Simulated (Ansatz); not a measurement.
Phonon calculation of AsH3

AsH3, computed with RKS PBE0-D4/def2-TZVP (Ansatz 0.2.0).

The geometry comes from this level: PBE0-D4/def2-TZVP. Figures and captions count atoms from 1; the log counts them from 0 in places.

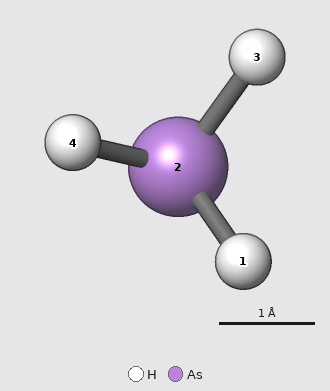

**Figure 1.** The input geometry (ball-and-stick view, seen at a tilt; atoms are numbered from 1 in the order of the input). Bond lengths as drawn: As–H 1.52 Å.

## The input
```yaml
crystal:
  periodic: [false, false, false]
  atoms:
    - {symbol: H, position_ang: [2.387619, 0.036752, 1.089147]}
    - {symbol: As, position_ang: [1.233245, 1.026788, 1.036768]}
    - {symbol: H, position_ang: [1.817142, 1.724100, -0.183199]}
    - {symbol: H, position_ang: [1.940047, 1.982278, 1.987010]}
basis:
  gaussian: {orbitals: def2-TZVP}
hamiltonian: {xc: pbe0, dispersion: d4}
phonons: {temperatures: {t_min: 298.15, t_max: 900, t_step: 200}}
```

Hardware: 2 CPU threads, shared host.

## The program's output
```
Functional definition: PBE0
  name "PBE0"
  cite "Adamo & Barone, J. Chem. Phys. 110, 6158 (1999) doi:10.1063/1.478522"
  cite "Perdew, Burke & Ernzerhof, Phys. Rev. Lett. 77, 3865 (1996) doi:10.1103/PhysRevLett.77.3865"
  parent pbe
  parameter a = 0.25
  parameter kappa = 0.804
  parameter beta = 0.06672455060314922
  exchange = (1 - a)*pbe_x(kappa = kappa, mu = beta*pi^2/3) + a*exact_x
  correlation = pbe_c(beta = beta)
555 factors; their error is unknown
mean field evaluation 1: about -60881.8998 eV, gradient 1.1e1 eV
mean field evaluation 2: about -60882.0539 eV, gradient 6.0e0 eV
mean field evaluation 4: about -60882.0955 eV, gradient 3.2e-1 eV
mean field evaluation 8: about -60882.3440 eV, gradient 1.4e-2 eV
mean field -60882.34397153 eV, -2237.3848734188 hartree, gradient 5.8e-6 eV, S^2 0.000000; 0 other end points of the search recorded, 0 dependent functions left out
the calculation of the forces begins
reference -60882.34399305 eV, -2237.3848742096 hartree; 18, 18 occupied and 48, 48 virtual orbitals, 555 factors
these checks for a lower state are left out or cut short: stability, starts, cluster_reference, orbital_swaps, neighbouring_geometries, increment
555 factors; their error is unknown
mean field evaluation 16: about -60882.0956 eV, gradient 4.0e-1 eV
mean field -60882.34393758 eV, -2237.3848721713 hartree, gradient 1.4e-6 eV, S^2 0.000000; 0 other end points of the search recorded, 0 dependent functions left out
the calculation of the forces begins
reference -60882.34395911 eV, -2237.3848729624 hartree; 18, 18 occupied and 48, 48 virtual orbitals, 555 factors
these checks for a lower state are left out or cut short: stability, starts, cluster_reference, orbital_swaps, neighbouring_geometries, increment
555 factors; their error is unknown
mean field -60882.34393816 eV, -2237.3848721925 hartree, gradient 1.4e-6 eV, S^2 0.000000; 0 other end points of the search recorded, 0 dependent functions left out
the calculation of the forces begins
reference -60882.34395968 eV, -2237.3848729831 hartree; 18, 18 occupied and 48, 48 virtual orbitals, 555 factors
these checks for a lower state are left out or cut short: stability, starts, cluster_reference, orbital_swaps, neighbouring_geometries, increment
555 factors; their error is unknown
mean field evaluation 32: about -60882.3438 eV, gradient 3.9e-1 eV
mean field -60882.34394265 eV, -2237.3848723574 hartree, gradient 1.4e-6 eV, S^2 0.000000; 0 other end points of the search recorded, 0 dependent functions left out
the calculation of the forces begins
reference -60882.34396416 eV, -2237.3848731481 hartree; 18, 18 occupied and 48, 48 virtual orbitals, 555 factors
these checks for a lower state are left out or cut short: stability, starts, cluster_reference, orbital_swaps, neighbouring_geometries, increment
555 factors; their error is unknown
mean field -60882.34394452 eV, -2237.3848724262 hartree, gradient 1.4e-6 eV, S^2 0.000000; 0 other end points of the search recorded, 0 dependent functions left out
the calculation of the forces begins
reference -60882.34396604 eV, -2237.3848732172 hartree; 18, 18 occupied and 48, 48 virtual orbitals, 555 factors
these checks for a lower state are left out or cut short: stability, starts, cluster_reference, orbital_swaps, neighbouring_geometries, increment
555 factors; their error is unknown
mean field -60882.34396569 eV, -2237.3848732042 hartree, gradient 1.4e-6 eV, S^2 0.000000; 0 other end points of the search recorded, 0 dependent functions left out
the calculation of the forces begins
reference -60882.34398721 eV, -2237.3848739952 hartree; 18, 18 occupied and 48, 48 virtual orbitals, 555 factors
these checks for a lower state are left out or cut short: stability, starts, cluster_reference, orbital_swaps, neighbouring_geometries, increment
555 factors; their error is unknown
mean field -60882.34396512 eV, -2237.3848731833 hartree, gradient 1.4e-6 eV, S^2 0.000000; 0 other end points of the search recorded, 0 dependent functions left out
the calculation of the forces begins
reference -60882.34398664 eV, -2237.3848739741 hartree; 18, 18 occupied and 48, 48 virtual orbitals, 555 factors
these checks for a lower state are left out or cut short: stability, starts, cluster_reference, orbital_swaps, neighbouring_geometries, increment
555 factors; their error is unknown
mean field evaluation 64: about -60882.3439 eV, gradient 1.4e-6 eV
mean field -60882.34390721 eV, -2237.3848710552 hartree, gradient 1.4e-6 eV, S^2 0.000000; 0 other end points of the search recorded, 0 dependent functions left out
the calculation of the forces begins
reference -60882.34392873 eV, -2237.3848718459 hartree; 18, 18 occupied and 48, 48 virtual orbitals, 555 factors
these checks for a lower state are left out or cut short: stability, starts, cluster_reference, orbital_swaps, neighbouring_geometries, increment
555 factors; their error is unknown
mean field -60882.34390772 eV, -2237.3848710738 hartree, gradient 1.4e-6 eV, S^2 0.000000; 0 other end points of the search recorded, 0 dependent functions left out
the calculation of the forces begins
reference -60882.34392924 eV, -2237.3848718648 hartree; 18, 18 occupied and 48, 48 virtual orbitals, 555 factors
these checks for a lower state are left out or cut short: stability, starts, cluster_reference, orbital_swaps, neighbouring_geometries, increment
555 factors; their error is unknown
mean field -60882.34390781 eV, -2237.3848710770 hartree, gradient 1.4e-6 eV, S^2 0.000000; 0 other end points of the search recorded, 0 dependent functions left out
the calculation of the forces begins
reference -60882.34392932 eV, -2237.3848718676 hartree; 18, 18 occupied and 48, 48 virtual orbitals, 555 factors
these checks for a lower state are left out or cut short: stability, starts, cluster_reference, orbital_swaps, neighbouring_geometries, increment
555 factors; their error is unknown
mean field -60882.34390578 eV, -2237.3848710024 hartree, gradient 1.4e-6 eV, S^2 0.000000; 0 other end points of the search recorded, 0 dependent functions left out
the calculation of the forces begins
reference -60882.34392731 eV, -2237.3848717936 hartree; 18, 18 occupied and 48, 48 virtual orbitals, 555 factors
these checks for a lower state are left out or cut short: stability, starts, cluster_reference, orbital_swaps, neighbouring_geometries, increment
555 factors; their error is unknown
mean field -60882.34392679 eV, -2237.3848717747 hartree, gradient 1.4e-6 eV, S^2 0.000000; 0 other end points of the search recorded, 0 dependent functions left out
the calculation of the forces begins
reference -60882.34394832 eV, -2237.3848725657 hartree; 18, 18 occupied and 48, 48 virtual orbitals, 555 factors
these checks for a lower state are left out or cut short: stability, starts, cluster_reference, orbital_swaps, neighbouring_geometries, increment
555 factors; their error is unknown
mean field evaluation 96: about -60882.0955 eV, gradient 4.0e-1 eV
mean field -60882.34392517 eV, -2237.3848717152 hartree, gradient 1.4e-6 eV, S^2 0.000000; 0 other end points of the search recorded, 0 dependent functions left out
the calculation of the forces begins
reference -60882.34394669 eV, -2237.3848725059 hartree; 18, 18 occupied and 48, 48 virtual orbitals, 555 factors
these checks for a lower state are left out or cut short: stability, starts, cluster_reference, orbital_swaps, neighbouring_geometries, increment
555 factors; their error is unknown
mean field -60882.34396005 eV, -2237.3848729970 hartree, gradient 1.4e-6 eV, S^2 0.000000; 0 other end points of the search recorded, 0 dependent functions left out
the calculation of the forces begins
reference -60882.34398158 eV, -2237.3848737880 hartree; 18, 18 occupied and 48, 48 virtual orbitals, 555 factors
these checks for a lower state are left out or cut short: stability, starts, cluster_reference, orbital_swaps, neighbouring_geometries, increment
555 factors; their error is unknown
mean field -60882.34396083 eV, -2237.3848730255 hartree, gradient 1.4e-6 eV, S^2 0.000000; 0 other end points of the search recorded, 0 dependent functions left out
the calculation of the forces begins
reference -60882.34398234 eV, -2237.3848738162 hartree; 18, 18 occupied and 48, 48 virtual orbitals, 555 factors
Total energy: -60882.37107435 eV, -2237.3858694291 hartree
Atom 0 at     2.387619     0.036752     1.089147 Å, force    -0.000023    -0.000005     0.000069 eV/Å
Atom 1 at     1.233245     1.026788     1.036768 Å, force     0.000030    -0.000051    -0.000082 eV/Å
Atom 2 at     1.817142     1.724100    -0.183199 Å, force    -0.000043     0.000054     0.000025 eV/Å
Atom 3 at     1.940047     1.982278     1.987010 Å, force     0.000036     0.000003    -0.000012 eV/Å
Dipole moment:     0.068391     0.018540    -0.006077 e Å
Vibrations: 921.13 1018.01 1018.01 2215.40 2229.12 2229.12 cm⁻¹, zero-point energy 0.597033 eV
```

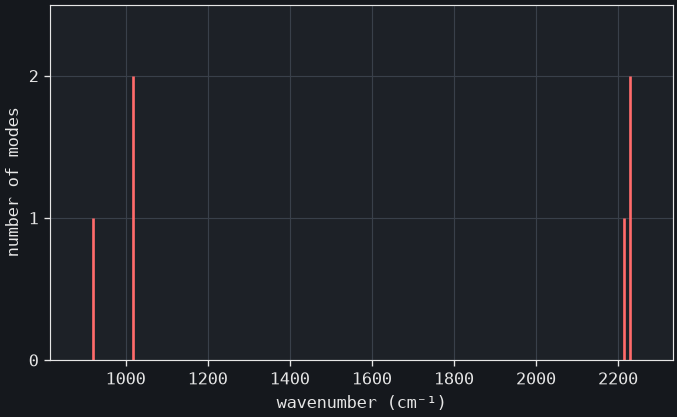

**Figure 2.** Harmonic vibrational wavenumbers from the force constants; neighbouring modes closer than 6 cm⁻¹ are counted in one stick. 6 modes from 921 to 2229 cm⁻¹, none imaginary.

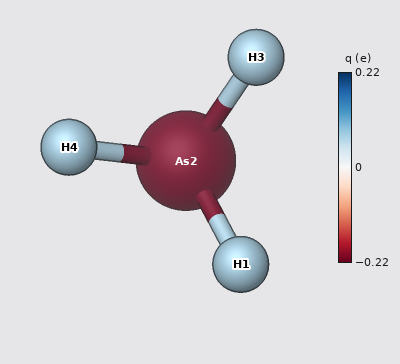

**Figure 3.** Mulliken charges, as the colour of each atom (ball-and-stick view, seen on its broad side; atoms are numbered from 1 in the order of the input). By element: H +0.07 and As −0.21 e.

## Summary

```tsv
quantity	value
outcome	converged
total energy	−60882.3711 eV
mean-field energy	−60882.3440 eV
dispersion energy	−0.0271 eV
largest force (length of the vector)	under 0.001 eV/Å
dipole moment	0.34 D
wall time	6.5 s (CPU time 11 s)
peak memory	0.15 GiB
```
